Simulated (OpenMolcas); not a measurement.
# CH4 (methane) at HF/6-31G(d) (Cartesian functions)

Aim: an optimisation with harmonic vibrations of CH4 (methane). 

The results are computed with OpenMolcas 26.06.

1 further run of the same task is left out (set aside as unsound or not needed).

## Step 1: The structure to begin with

CH4 has 5 atoms, charge 0, and is taken as a singlet. SMILES: `C`. The shape is that of a PBE0-D4/def2-TZVP optimisation. The run starts from this shape.

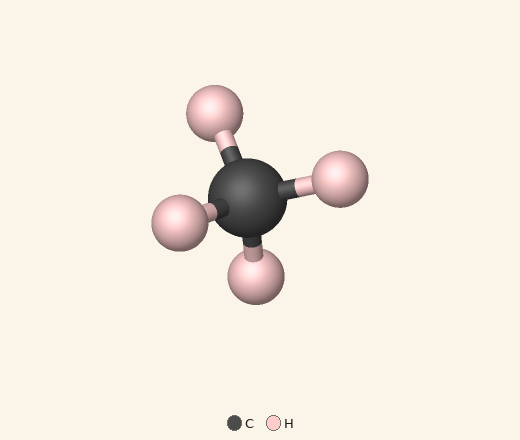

The structure, seen from a chosen angle (carbon dark grey, hydrogen pink).

## Step 2: An optimisation with harmonic vibrations at HF/6-31G(d) (Cartesian functions)

mol.xyz

```xyz
5

C      0.000000     0.000000     0.000000
H      0.159000    -0.243200     1.050200
H     -1.006700     0.395200    -0.132900
H      0.119700    -0.899500    -0.603300
H      0.728100     0.747400    -0.313900
```

calc.input

```
* CH4 Hartree-Fock
&GATEWAY
BasLib
$CurrDir
Coord
mol.xyz
Basis
6-31Gs
Group
NoSym
>>> EXPORT MOLCAS_MAXITER=50
>>> Do While
&SEWARD
&SCF
PrOrbitals
0
&SLAPAF
>>> EndDo
>>> COPY $Project.Opt.xyz $CurrDir/final.xyz
>>> COPY $Project.slapaf.h5 $CurrDir/final.slapaf.h5
&MCKINLEY
&MCLR
Thermochemistry
12
1.0
298.15
End of PT
```

The basis set 6-31G* is read from a file made from the Basis Set Exchange's data (not shown).

Command:

```sh
$ export MOLCAS_MEM=1860
$ pymolcas calc.input > calc.log
```

What values should one expect? Wanted: total energy; dipole moment; HOMO energy; LUMO energy; HOMO–LUMO gap; lowest harmonic wavenumber; highest harmonic wavenumber; zero-point energy; ideal-gas entropy at 298.15 K and 1 atm.

Answer, from the run:

At HF/6-31G* (Cartesian functions):

```
                                                            quantity             value
                                                        total energy      -40.19517 Eh
                                                       dipole moment            0.00 D
                                                         HOMO energy         -14.86 eV
                                                         LUMO energy           7.00 eV
                                                       HOMO–LUMO gap          21.86 eV
                                          lowest harmonic wavenumber         1488 cm⁻¹
                                         highest harmonic wavenumber         3302 cm⁻¹
                                                   zero-point energy      125.4 kJ/mol
ideal-gas entropy at 298.15 K and 1 atm (symmetry number 12 as used)  44.4 cal/(mol K)
```

In words: At the final geometry: Bond lengths: C1–H2 1.084 Å, C1–H3 1.084 Å, C1–H4 1.084 Å, C1–H5 1.084 Å. Angles: H2–C1–H3 109.5°, H2–C1–H4 109.5°, H2–C1–H5 109.5°, H3–C1–H4 109.5°, H3–C1–H5 109.5°, H4–C1–H5 109.5°. All 9 modes are real, so the shape is a minimum at this level.
